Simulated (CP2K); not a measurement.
# C2H8OSi (SMILES COC[SiH3]): a first try and a second

Wanted: energy and forces of C2H8OSi, PM3.

The calculation is run with CP2K 2026.2.

3 further runs of the same task are left out: 1 that didn't finish, 2 set aside as unsound or not needed.

## (1) The molecule

The species is C2H8OSi (12 atoms), meant as a singlet with charge 0. As SMILES, `COC[SiH3]`. The shape is that of a GFN2-xTB optimisation. This is one conformer, not always the lowest.

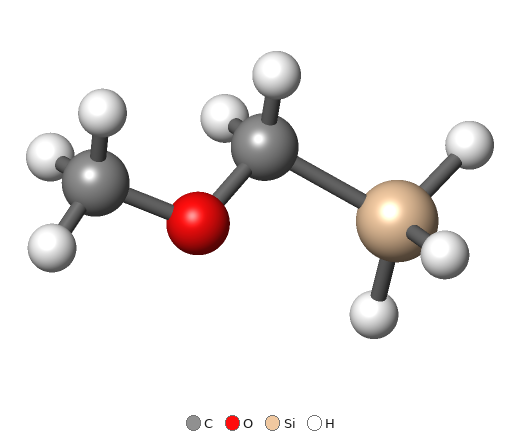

Viewed from a chosen angle; carbon grey, oxygen red, silicon light orange, hydrogen white.

## (2) First attempt

Contents of gas.inp:

```
&GLOBAL
    PROJECT_NAME gas
    RUN_TYPE ENERGY_FORCE
    PRINT_LEVEL MEDIUM
&END GLOBAL
&FORCE_EVAL
    METHOD QUICKSTEP
    &DFT
        CHARGE -4
        MULTIPLICITY 1
        ! Quickstep
        &QS
            METHOD PM3
            EPS_DEFAULT 1.0E-10
            &SE
                &COULOMB
                    CUTOFF [angstrom] 50
                    RC_RANGE [angstrom] 0
                &END COULOMB
                &EXCHANGE
                    CUTOFF [angstrom] 50
                    RC_RANGE [angstrom] 0
                &END EXCHANGE
            &END SE
        &END QS
        &POISSON
            PERIODIC NONE
            POISSON_SOLVER ANALYTIC
        &END POISSON
        &SCF
            SCF_GUESS ATOMIC
            EPS_SCF 1.0E-06
            MAX_SCF 73
            ADDED_MOS 8
            &DIAGONALIZATION
                ALGORITHM STANDARD
            &END DIAGONALIZATION
            &MIXING
                METHOD DIRECT_P_MIXING
                ALPHA 0.4
            &END MIXING
        &END SCF
        ! extra output
        &PRINT
            &MOMENTS
                PERIODIC F
                REFERENCE COM
                MAX_MOMENT 1
            &END MOMENTS
            &MO ON
                ENERGIES T
                OCCUPATION_NUMBERS T
                NDIGITS 6
                &EACH
                    QS_SCF 0
                &END EACH
                ADD_LAST NUMERIC
            &END MO
            &HIRSHFELD OFF
            &END HIRSHFELD
        &END PRINT
    &END DFT
    &SUBSYS
        ! box in angstrom
        &CELL
            ABC [angstrom] 19.3 21.5 18.8
            PERIODIC NONE
        &END CELL
        &COORD
            C      9.107395    12.897055     9.766620
            O      9.521845    11.579355    10.004000
            C      9.174895    10.683805     8.966550
            Si     9.834905     8.984965     9.520680
            H      8.015625    12.958355     9.666690
            H      9.563685    13.298355     8.851810
            H      9.427585    13.489435    10.621920
            H      9.620495    11.014295     8.016930
            H      8.085335    10.680275     8.818570
            H      9.495085     8.010565     8.478470
            H      9.194935     8.623605    10.783070
            H     11.284375     9.076425     9.678010
        &END COORD
    &END SUBSYS
    &PRINT
        &FORCES ON
        &END FORCES
    &END PRINT
&END FORCE_EVAL
```

Launch:

```bash
$ OMP_NUM_THREADS=1 cp2k.psmp -i gas.inp -o gas.out
```

Log:

```text
CP2K| version string:                                       CP2K version 2026.2
[...]
 GLOBAL| Method name                                                        CP2K
[...]
 GLOBAL| Run type                                                   ENERGY_FORCE
[...]
                             - Atoms:                                         12
[...]
                             - Spherical basis functions:                     24
[...]
 Number of electrons:                                                         30
[...]
     1 P_Mix/Diag. 0.40E+00    0.0     0.86771473       -19.6521488739 -1.97E+01
[...]
    28 DIIS/Diag.  0.25E-06    0.0     0.00000089       -25.4225326942 -1.06E-11
  *** SCF run converged in    28 steps ***
  Core-core repulsion energy [eV]:                           1662.61295601347319
  Core Hamiltonian energy [eV]:                             -1165.79201438492146
  Two-electron integral energy [eV]:                        -2377.20647475349961
  Electronic energy [eV]:                                   -2354.39525176167081
  Total energy [eV]:                                         -691.78229574819784
  Atomic reference energy [eV]:                               724.35561327913092
  Heat of formation [kcal/mol]:                               751.15860647987449
[...]
 SE_DIPOLE| Moment [Debye]          2.84716724     -10.46556414       1.07894847
 SE_DIPOLE| Derivative [a.u.]       0.00000000       0.00000000       0.00000000
 ENERGY| Total FORCE_EVAL ( QS ) energy [hartree]            -25.422532694219839
 FORCES| Atomic forces [hartree/bohr]
 FORCES|   Atom     x               y               z               |f|
 FORCES|      1  7.61090357E-03 -2.49135756E-02  3.80618758E-03   2.63267766E-02
 FORCES|      2 -1.35578795E-02 -2.72409974E-02 -3.73121328E-02   4.81464774E-02
 FORCES|      3  1.89380335E-02  4.18930035E-02  5.34138349E-02   7.04748935E-02
 FORCES|      4  9.00862701E-03 -6.51783711E-02 -9.97353909E-03   6.65495823E-02
 FORCES|      5 -3.86876230E-02  1.35784161E-02 -7.83874253E-03   4.17438791E-02
 FORCES|      6  8.92576027E-03  2.40249998E-02 -3.28742548E-02   4.16843669E-02
 FORCES|      7  1.23996818E-02  4.58120632E-02  4.27121340E-02   6.38500089E-02
 FORCES|      8  1.77370204E-03 -6.07739823E-04 -7.91161924E-03   8.13074939E-03
 FORCES|      9 -7.06797172E-03 -2.58516261E-03 -3.32937272E-03   8.22946005E-03
 FORCES|     10 -1.08112647E-02 -2.17515762E-02 -2.93442152E-02   3.80932734E-02
 FORCES|     11 -2.08090195E-02  2.74503167E-03  2.83461982E-02   3.52711985E-02
 FORCES|     12  3.22770503E-02  1.42239084E-02  3.05521661E-04   3.52735154E-02
 FORCES| Sum    -2.70616862E-16 -2.49800181E-16 -3.15719673E-16
[...]
```

It took 0.48 s on 1 thread of Arm Neoverse N1, shared host; peak memory 0.14 GiB.

## (3) Reading the log

It ran to the end. The result can't be trusted all the same.

The fault: the charge typed isn't that of the species meant. To mend it: charge 0 in place of -4.

## (4) Try two

Contents of run.inp:

```
&GLOBAL
  PROJECT_NAME run
  RUN_TYPE ENERGY_FORCE
  PRINT_LEVEL MEDIUM
&END GLOBAL

&FORCE_EVAL
  METHOD QS
  &DFT
    &QS
      METHOD PM3
      EPS_DEFAULT 1.0E-10
      &SE
        &COULOMB
          CUTOFF [angstrom] 50
          RC_RANGE [angstrom] 0
        &END COULOMB
        &EXCHANGE
          CUTOFF [angstrom] 50
          RC_RANGE [angstrom] 0
        &END EXCHANGE
      &END SE
    &END QS
    &POISSON
      PERIODIC NONE
      POISSON_SOLVER ANALYTIC
    &END POISSON
    &SCF
      SCF_GUESS ATOMIC
      EPS_SCF 1.0E-06
      MAX_SCF 80
      ADDED_MOS 8
      &DIAGONALIZATION
        ALGORITHM STANDARD
      &END DIAGONALIZATION
      &MIXING
        METHOD DIRECT_P_MIXING
        ALPHA 0.4
      &END MIXING
    &END SCF
    &PRINT
      &MOMENTS
        PERIODIC F
        REFERENCE COM
        MAX_MOMENT 1
      &END MOMENTS
      &MO ON
        ENERGIES T
        OCCUPATION_NUMBERS T
        NDIGITS 6
        &EACH
          QS_SCF 0
        &END EACH
        ADD_LAST NUMERIC
      &END MO
      &HIRSHFELD OFF
      &END HIRSHFELD
    &END PRINT
  &END DFT
  &SUBSYS
    &CELL
      ABC 19.3 21.5 18.8
      PERIODIC NONE
    &END CELL
    &COORD
      C      9.107395    12.897055     9.766620
      O      9.521845    11.579355    10.004000
      C      9.174895    10.683805     8.966550
      Si     9.834905     8.984965     9.520680
      H      8.015625    12.958355     9.666690
      H      9.563685    13.298355     8.851810
      H      9.427585    13.489435    10.621920
      H      9.620495    11.014295     8.016930
      H      8.085335    10.680275     8.818570
      H      9.495085     8.010565     8.478470
      H      9.194935     8.623605    10.783070
      H     11.284375     9.076425     9.678010
    &END COORD
  &END SUBSYS
  &PRINT
    &FORCES ON
    &END FORCES
  &END PRINT
&END FORCE_EVAL
```

Launch:

```bash
$ OMP_NUM_THREADS=1 cp2k.psmp run.inp > run.out
```

Log:

```text
CP2K| version string:                                       CP2K version 2026.2
[...]
 GLOBAL| Method name                                                        CP2K
[...]
 GLOBAL| Run type                                                   ENERGY_FORCE
[...]
                             - Atoms:                                         12
[...]
                             - Spherical basis functions:                     24
[...]
 Number of electrons:                                                         26
[...]
     1 P_Mix/Diag. 0.40E+00    0.0     0.83213954       -20.1141298970 -2.01E+01
[...]
    15 DIIS/Diag.  0.37E-06    0.0     0.00000046       -26.6776685704 -2.09E-11
  *** SCF run converged in    15 steps ***
  Core-core repulsion energy [eV]:                           1662.61295601347319
  Core Hamiltonian energy [eV]:                             -1096.56084058881675
  Two-electron integral energy [eV]:                        -2583.97679058565336
  Electronic energy [eV]:                                   -2388.54923588164320
  Total energy [eV]:                                         -725.93627986817012
  Atomic reference energy [eV]:                               724.35561327913092
  Heat of formation [kcal/mol]:                               -36.45104037083139
[...]
 SE_DIPOLE| Moment [Debye]          0.58134160      -0.22352182       1.01305937
 SE_DIPOLE| Derivative [a.u.]       0.00000000       0.00000000       0.00000000
 ENERGY| Total FORCE_EVAL ( QS ) energy [hartree]            -26.677668570438648
 FORCES| Atomic forces [hartree/bohr]
 FORCES|   Atom     x               y               z               |f|
 FORCES|      1 -4.90007706E-03  4.13571636E-03 -7.86328344E-03   1.01462373E-02
 FORCES|      2  1.18561009E-03  9.19658270E-04  2.65769596E-03   3.05201416E-03
 FORCES|      3  1.99447414E-03  6.55855189E-04  3.88283096E-03   4.41411932E-03
 FORCES|      4 -4.58575723E-03  7.27918807E-03 -5.79686078E-03   1.03739743E-02
 FORCES|      5 -1.00376098E-04  1.01811755E-03  5.23658886E-04   1.14928558E-03
 FORCES|      6  7.41714676E-05  1.04989612E-03  4.93351182E-04   1.16240210E-03
 FORCES|      7  2.31125642E-03 -2.19291327E-03  3.49288966E-03   4.72769003E-03
 FORCES|      8  1.69956555E-03 -7.41844481E-04 -1.95430405E-03   2.69409737E-03
 FORCES|      9 -2.30080649E-03 -1.63052991E-03  6.20384901E-05   2.82067139E-03
 FORCES|     10 -1.02368532E-03 -4.88179788E-03 -3.92958579E-03   6.34992336E-03
 FORCES|     11 -2.27693048E-03 -3.90348663E-03  6.91164164E-03   8.25786961E-03
 FORCES|     12  7.92255502E-03 -1.70785939E-03  1.51992729E-03   8.24583778E-03
 FORCES| Sum     1.30104261E-16 -2.32452946E-16  2.58473798E-16
[...]
```

Wall time 0.46 s (1 thread of Arm Neoverse N1, shared host); peak memory 0.14 GiB.

## (5) Results

At PM3:

| quantity | value |
| --- | --- |
| total energy | -26.67767 Eh |
| dipole moment | 1.19 D |
| HOMO energy | -10.40 eV |
| LUMO energy | 0.61 eV |
| HOMO–LUMO gap | 11.01 eV |
| heat of formation at this unrelaxed shape | -36.5 kcal/mol |
| largest force on an atom | 0.533 eV/Å |

**Reading.** The largest force is 0.53 eV/Å: the shape isn't a stationary point for this species at this level.
